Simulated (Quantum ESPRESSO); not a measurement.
## ZrSi3 (Pm-3m): zone-centre phonons

Which modes does ZrSi3 (Pm-3m) have at the zone centre?

Method: DFT PBE, scalar-relativistic, plane waves, SPMS norm-conserving pseudopotentials, in Quantum ESPRESSO 7.5.

The structure was built from a prototype and need not be the compound's stable phase.

**1. The structure**

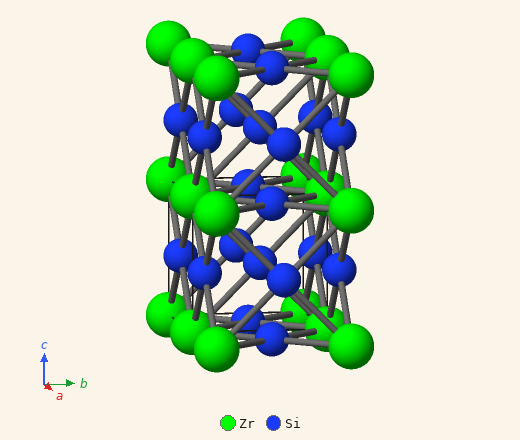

Start, viewed slightly off an axis; zirconium green, silicon blue. 2×1×2 cells are drawn. Some periodic images of atoms are drawn too.

Coordinates:

```cif
data_structure
_symmetry_space_group_name_H-M 'P 1'
_symmetry_Int_Tables_number 1
_cell_length_a 4.0324
_cell_length_b 4.0324
_cell_length_c 4.0324
_cell_angle_alpha 90.000
_cell_angle_beta 90.000
_cell_angle_gamma 90.000
_cell_volume 65.57
loop_
_atom_site_label
_atom_site_type_symbol
_atom_site_fract_x
_atom_site_fract_y
_atom_site_fract_z
_atom_site_occupancy
Zr1 Zr 0.00000 0.00000 0.00000 1
Si2 Si 0.00000 0.50000 0.50000 1
Si3 Si 0.50000 0.00000 0.50000 1
Si4 Si 0.50000 0.50000 0.00000 1
```

**2. A first look**

A cheap run with smearing and empty bands tells whether the crystal has a gap, which decides between fixed occupations and smearing later on.

Contents of probe.in:

```
 &control
    calculation='scf',
    prefix='x',
    outdir='./tmp',
    pseudo_dir='./pseudo',
    tprnfor=.true.,
    tstress=.true.,
    verbosity='high',
 /
 &system
    ibrav=1,
    celldm(1)=7.62013816,
    nat=4,
    ntyp=2,
    ecutwfc=60.0,
    occupations='smearing',
    smearing='gaussian',
    degauss=0.01,
 /
 &electrons
    conv_thr=1.0d-07,
    mixing_beta=0.7,
    electron_maxstep=100,
 /
ATOMIC_SPECIES
 Zr     91.2240  Zr.upf
 Si     28.0850  Si.upf
ATOMIC_POSITIONS crystal
 Zr     0.000000000   0.000000000   0.000000000
 Si     0.000000000   0.500000000   0.500000000
 Si     0.500000000   0.000000000   0.500000000
 Si     0.500000000   0.500000000   0.000000000
K_POINTS automatic
 4 4 4 0 0 0
```

Run with:

```bash
$ OMP_NUM_THREADS=1 mpirun -n 4 pw.x -nk 4 -in probe.in > probe.out
```

The program printed:

```text
[banners, grids, parts of the stress and lines that vanish by symmetry left out]
Program PWSCF v.7.5
     bravais-lattice index     =            1
     lattice parameter (alat)  =       7.6201  a.u.
[...]
kinetic-energy cutoff     =      60.0000  Ry
     charge density cutoff     =     240.0000  Ry
     scf convergence threshold =      1.0E-07
[...]
Exchange-correlation= PBE
                           (   1   4   3   4   0   0   0)
[...]
48 Sym. Ops., with inversion, found
[...]
(     0          1          0      )
                  (     0          0          1      )
[...]
(  0.0000000  1.0000000  0.0000000 )
                  (  0.0000000  0.0000000  1.0000000 )
[...]
(     0         -1          0      )
                  (     0          0          1      )
[...]
(     1          0          0      )
[...]
( -1.0000000  0.0000000  0.0000000 )
                  (  0.0000000  1.0000000  0.0000000 )
[...]
number of k points=    10  Gaussian smearing, width (Ry)=  0.0100
[...]
End of self-consistent calculation
[...]
the Fermi energy is    12.4796 ev
!    total energy              =    -127.31307032 Ry
[...]
convergence has been achieved in   7 iterations
[...]
atom    1 type  1   force =     0.00000000    0.00000000    0.00000000
     atom    2 type  2   force =     0.00000000    0.00000000    0.00000000
     atom    3 type  2   force =     0.00000000    0.00000000    0.00000000
     atom    4 type  2   force =     0.00000000    0.00000000    0.00000000
[...]
Total force =     0.000000     Total SCF correction =     0.000000
[...]
total   stress  (Ry/bohr**3)                   (kbar)     P=      -43.70
[...]
XML data file, charge density, pseudopotentials, collected wavefunctions

   JOB DONE.
```

It took 3.5 s on 4 MPI ranks of Arm Neoverse V1, shared host.

This step gave:

```yaml
volume_per_atom: 16.39 Å³
pressure: -4.37 GPa
gap_on_the_k_mesh: 0 eV
```

No gap opens on this mesh, so smearing is kept; the start stands at -4.4 GPa.

**3. Relaxation**

The relaxation runs at a cutoff a fifth above that of the response, since stress converges more slowly with the basis than frequencies do. Forces and stress are brought to rest with tight thresholds.

Contents of relax.in:

```
 &control
    calculation='vc-relax',
    prefix='x',
    outdir='./tmp',
    pseudo_dir='./pseudo',
    tprnfor=.true.,
    tstress=.true.,
    forc_conv_thr=2.0d-05,
    etot_conv_thr=1.0d-07,
    nstep=40,
 /
 &system
    ibrav=1,
    celldm(1)=7.62013816,
    nat=4,
    ntyp=2,
    ecutwfc=72,
    occupations='smearing',
    smearing='mv',
    degauss=0.02,
 /
 &electrons
    conv_thr=1.0d-11,
    mixing_beta=0.7,
    electron_maxstep=100,
 /
 &ions
 /
 &cell
    press_conv_thr=0.2,
 /
ATOMIC_SPECIES
 Zr     91.2240  Zr.upf
 Si     28.0850  Si.upf
ATOMIC_POSITIONS crystal
 Zr     0.000000000   0.000000000   0.000000000
 Si     0.000000000   0.500000000   0.500000000
 Si     0.500000000   0.000000000   0.500000000
 Si     0.500000000   0.500000000   0.000000000
K_POINTS automatic
 10 10 10 0 0 0
```

Run with:

```bash
$ OMP_NUM_THREADS=1 mpirun -n 4 pw.x -nk 4 -in relax.in > relax.out
```

The program printed:

```text
[banners, grids, parts of the stress and lines that vanish by symmetry left out]
[banner, memory and clock lines left out]
Program PWSCF v.7.5

[...]
kinetic-energy cutoff     =      72.0000  Ry
     charge density cutoff     =     288.0000  Ry
     scf convergence threshold =      1.0E-11
[...]
energy convergence thresh.=      1.0E-07
     force convergence thresh. =      2.0E-05
     press convergence thresh. =      2.0E-01
     Exchange-correlation= PBE
                           (   1   4   3   4   0   0   0)
[...]
48 Sym. Ops., with inversion, found
[...]
number of k points=    56  Marzari-Vanderbilt smearing, width (Ry)=  0.0200
[...]
End of self-consistent calculation
[...]
the Fermi energy is    12.3611 ev
!    total energy              =    -127.30821290 Ry
[...]
convergence has been achieved in  11 iterations
[...]
atom    1 type  1   force =     0.00000000    0.00000000    0.00000000
     atom    2 type  2   force =     0.00000000    0.00000000    0.00000000
     atom    3 type  2   force =     0.00000000    0.00000000    0.00000000
     atom    4 type  2   force =     0.00000000    0.00000000    0.00000000
     Total force =     0.000000     Total SCF correction =     0.000000
[...]
total   stress  (Ry/bohr**3)                   (kbar)     P=      -30.98
[...]
number of bfgs steps    =   0
[...]
CELL_PARAMETERS (alat=  7.62013816)
[...]
ATOMIC_POSITIONS (crystal)
Zr               0.0000000000        0.0000000000        0.0000000000
Si               0.0000000000        0.5000000000        0.5000000000
Si               0.5000000000        0.0000000000        0.5000000000
Si               0.5000000000        0.5000000000        0.0000000000
[...]
New effective cutoffs (rho, wfc):  289.96   72.76
[...]
End of self-consistent calculation
[...]
the Fermi energy is    12.6035 ev
!    total energy              =    -127.30930268 Ry
[...]
convergence has been achieved in   9 iterations
[...]
atom    1 type  1   force =     0.00000000    0.00000000    0.00000000
     atom    2 type  2   force =     0.00000000    0.00000000    0.00000000
     atom    3 type  2   force =     0.00000000    0.00000000    0.00000000
     atom    4 type  2   force =     0.00000000    0.00000000    0.00000000
     Total force =     0.000000     Total SCF correction =     0.000000
[...]
total   stress  (Ry/bohr**3)                   (kbar)     P=      -14.91
[...]
number of bfgs steps    =   1
[...]
CELL_PARAMETERS (alat=  7.62013816)
[...]
ATOMIC_POSITIONS (crystal)
[...]
New effective cutoffs (rho, wfc):  292.77   73.47
[...]
End of self-consistent calculation
[...]
the Fermi energy is    12.8278 ev
!    total energy              =    -127.30960784 Ry
[...]
convergence has been achieved in  10 iterations
[...]
atom    1 type  1   force =     0.00000000    0.00000000    0.00000000
     atom    2 type  2   force =     0.00000000    0.00000000    0.00000000
     atom    3 type  2   force =     0.00000000    0.00000000    0.00000000
     atom    4 type  2   force =     0.00000000    0.00000000    0.00000000
     Total force =     0.000000     Total SCF correction =     0.000000
[...]
total   stress  (Ry/bohr**3)                   (kbar)     P=        0.76
[...]
number of bfgs steps    =   2
[...]
CELL_PARAMETERS (alat=  7.62013816)
[...]
ATOMIC_POSITIONS (crystal)
[...]
New effective cutoffs (rho, wfc):  292.63   73.44
[...]
End of self-consistent calculation
[...]
the Fermi energy is    12.8170 ev
!    total energy              =    -127.30960859 Ry
[...]
convergence has been achieved in   7 iterations
[...]
atom    1 type  1   force =     0.00000000    0.00000000    0.00000000
     atom    2 type  2   force =     0.00000000    0.00000000    0.00000000
     atom    3 type  2   force =     0.00000000    0.00000000    0.00000000
     atom    4 type  2   force =     0.00000000    0.00000000    0.00000000
     Total force =     0.000000     Total SCF correction =     0.000000
[...]
total   stress  (Ry/bohr**3)                   (kbar)     P=       -0.02
[...]
number of bfgs steps    =   3
[...]
small trust_radius: resetting bfgs history
[...]
CELL_PARAMETERS (alat=  7.62013816)
[...]
ATOMIC_POSITIONS (crystal)
[...]
New effective cutoffs (rho, wfc):  292.63   73.44
[...]
End of self-consistent calculation
[...]
the Fermi energy is    12.8171 ev
!    total energy              =    -127.30960859 Ry
[...]
convergence has been achieved in   4 iterations
[...]
atom    1 type  1   force =     0.00000000    0.00000000    0.00000000
     atom    2 type  2   force =     0.00000000    0.00000000    0.00000000
     atom    3 type  2   force =     0.00000000    0.00000000    0.00000000
     atom    4 type  2   force =     0.00000000    0.00000000    0.00000000
     Total force =     0.000000     Total SCF correction =     0.000000
[...]
total   stress  (Ry/bohr**3)                   (kbar)     P=       -0.01
[...]
bfgs converged in   5 scf cycles and   4 bfgs steps
[...]
End of BFGS Geometry Optimization
     Final enthalpy           =    -127.3096085945 Ry
     File ./tmp/x.bfgs deleted, as requested
[...]
CELL_PARAMETERS (alat=  7.62013816)
[...]
ATOMIC_POSITIONS (crystal)
[...]
Si               0.5000000000        0.0000000000        0.5000000000
Si               0.5000000000        0.5000000000        0.0000000000
[...]
Final scf calculation at the relaxed structure.
[...]
kinetic-energy cutoff     =      72.0000  Ry
     charge density cutoff     =     288.0000  Ry
     scf convergence threshold =      1.0E-13
[...]
press convergence thresh. =      2.0E-01
     Exchange-correlation= PBE
                           (   1   4   3   4   0   0   0)
[...]
48 Sym. Ops., with inversion, found
[...]
number of k points=    56  Marzari-Vanderbilt smearing, width (Ry)=  0.0200
[...]
c_bands:  1 eigenvalues not converged
     c_bands:  1 eigenvalues not converged
     c_bands:  1 eigenvalues not converged
     c_bands:  2 eigenvalues not converged
[...]
c_bands:  1 eigenvalues not converged
     c_bands:  1 eigenvalues not converged
[...]
End of self-consistent calculation
[...]
the Fermi energy is    12.8171 ev
!    total energy              =    -127.30960752 Ry
[...]
convergence has been achieved in  14 iterations
[...]
atom    1 type  1   force =     0.00000000    0.00000000    0.00000000
     atom    2 type  2   force =     0.00000000    0.00000000    0.00000000
     atom    3 type  2   force =     0.00000000    0.00000000    0.00000000
     atom    4 type  2   force =     0.00000000    0.00000000    0.00000000
     Total force =     0.000000     Total SCF correction =     0.000000
[...]
total   stress  (Ry/bohr**3)                   (kbar)     P=       -0.01
[...]
XML data file, charge density, pseudopotentials, collected wavefunctions
```

Wall time 2 min (4 MPI ranks).

The steps of the relaxation:

```csv
step,energy less that of the first step (eV),largest force (eV/Å),pressure (GPa),volume (Å³)
1,0.0000,0.0000,-3.10,65.57
2,-0.0148,0.0000,-1.49,64.54
3,-0.0190,0.0000,0.08,63.61
4,-0.0190,0.0000,0.00,63.65
5,-0.0190,0.0000,0.00,63.65
6,-0.0190,0.0000,0.00,63.65
```

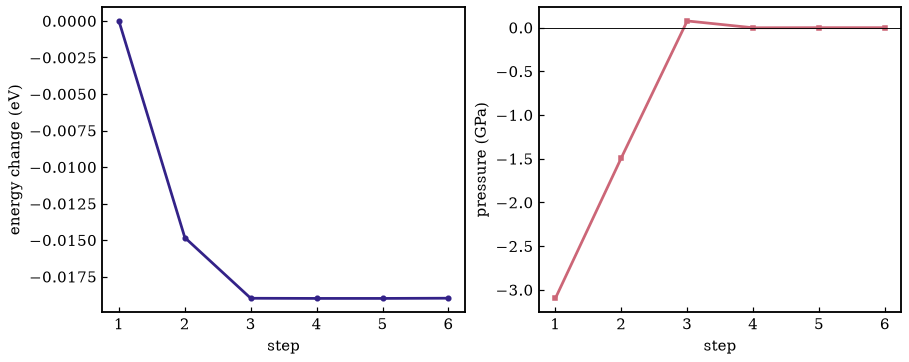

Energy and pressure along the relaxation.

```csv
"conventional cell, symmetrised",before,after,change
a (Å),4.032,3.993,-1.0 %
b (Å),4.032,3.993,-1.0 %
c (Å),4.032,3.993,-1.0 %
volume (Å³/atom),16.39,15.91,-2.9 %
```

Final coordinates:

```cif
data_structure
_symmetry_space_group_name_H-M 'P 1'
_symmetry_Int_Tables_number 1
_cell_length_a 3.9928
_cell_length_b 3.9928
_cell_length_c 3.9928
_cell_angle_alpha 90.000
_cell_angle_beta 90.000
_cell_angle_gamma 90.000
_cell_volume 63.65
loop_
_atom_site_label
_atom_site_type_symbol
_atom_site_fract_x
_atom_site_fract_y
_atom_site_fract_z
_atom_site_occupancy
Zr1 Zr 0.00000 0.00000 0.00000 1
Si2 Si 0.00000 0.50000 0.50000 1
Si3 Si 0.50000 0.00000 0.50000 1
Si4 Si 0.50000 0.50000 0.00000 1
```

The last row of the table of steps is pw.x's closing run on a basis chosen anew for the final cell, so its energy can jump.

Numbers from this step:

```
volume per atom : 15.91 Å³
pressure        : -0.001 GPa
```

The volume changes by -2.9 % from the cell with which this run began.

**4. Self-consistent run for the response**

The response is built on this ground state, so it is converged far tighter than an energy would need. Smearing stays on, as the first look found no gap above 0.3 eV.

Contents of scf.in:

```
 &control
    calculation='scf',
    prefix='x',
    outdir='./tmp',
    pseudo_dir='./pseudo',
    tprnfor=.true.,
    tstress=.true.,
 /
 &system
    ibrav=1,
    celldm(1)=7.54526724,
    nat=4,
    ntyp=2,
    ecutwfc=60.0,
    occupations='smearing',
    smearing='mv',
    degauss=0.02,
 /
 &electrons
    conv_thr=1.0d-12,
    mixing_beta=0.7,
    electron_maxstep=100,
 /
ATOMIC_SPECIES
 Zr     91.2240  Zr.upf
 Si     28.0850  Si.upf
ATOMIC_POSITIONS crystal
 Zr     0.000000000   0.000000000   0.000000000
 Si     0.000000000   0.500000000   0.500000000
 Si     0.500000000   0.000000000   0.500000000
 Si     0.500000000   0.500000000   0.000000000
K_POINTS automatic
 10 10 10 0 0 0
```

Run with:

```bash
$ OMP_NUM_THREADS=1 mpirun -n 4 pw.x -nk 4 -in scf.in > scf.out
```

The program printed:

```text
[banners, grids, parts of the stress and lines that vanish by symmetry left out]
[banner, memory and clock lines left out]
Program PWSCF v.7.5

[...]
kinetic-energy cutoff     =      60.0000  Ry
     charge density cutoff     =     240.0000  Ry
     scf convergence threshold =      1.0E-12
[...]
Exchange-correlation= PBE
                           (   1   4   3   4   0   0   0)
[...]
48 Sym. Ops., with inversion, found
[...]
number of k points=    56  Marzari-Vanderbilt smearing, width (Ry)=  0.0200
[...]
End of self-consistent calculation
[...]
the Fermi energy is    12.8171 ev
!    total energy              =    -127.30960324 Ry
[...]
convergence has been achieved in  12 iterations
[...]
atom    1 type  1   force =     0.00000000    0.00000000    0.00000000
     atom    2 type  2   force =     0.00000000    0.00000000    0.00000000
     atom    3 type  2   force =     0.00000000    0.00000000    0.00000000
     atom    4 type  2   force =     0.00000000    0.00000000    0.00000000
     Total force =     0.000000     Total SCF correction =     0.000000
[...]
total   stress  (Ry/bohr**3)                   (kbar)     P=        0.00
[...]
XML data file, charge density, pseudopotentials, collected wavefunctions
```

Elapsed: 18 s, on 4 MPI ranks.

Read from the output:

```
pressure : 0 GPa
```

The cell stands at 0 GPa, close enough for phonons.

(Continued in part 2 of 3.)

[Host names and launcher messages were left out of these logs when they were recorded.]

[Logs are printed without paths, hosts, clocks, repeated set-up lines and the standing remarks that a program may print on its own settings, such as how far it seeks lower states.]

[Hosts, paths, dates, database ids (printed as entryN), source tags and the programs' standing remarks are cut or masked in the printed files.]
